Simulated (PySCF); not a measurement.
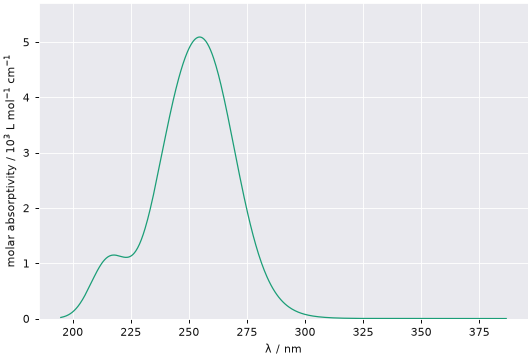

Vertical TDDFT excitations, PBE0/def2-SVPD with PySCF 2.14.0, at a GFN2-xTB geometry (no frequency check), gas phase. The lowest 6 singlet states are shown; each is broadened by a Gaussian of 1/e half-width 0.30 eV.

> Which molecule gives this spectrum?
A. C₅H₉NSe, SMILES NCC1=CCC[Se]1
B. C₆H₆O₄, SMILES CC(=O)O[C@H]1C=COC1=O
C. C₃H₁₀Si₂, SMILES C[SiH2]/C=C/[SiH3]

A. Its lowest singlet lies at 4.41 eV (f = 0.001) and the brightest of those computed is S2 at 4.77 eV (260 nm), f = 0.071, mainly HOMO → LUMO (80 %).

Note: states above the negative HOMO energy depend on the basis; the tight-binding geometry is rougher than a DFT one and adds to the error; spin-orbit coupling is left out, and with Se it can shift these levels and split any degenerate set; one conformer of a flexible molecule; core orbitals are frozen in the response.
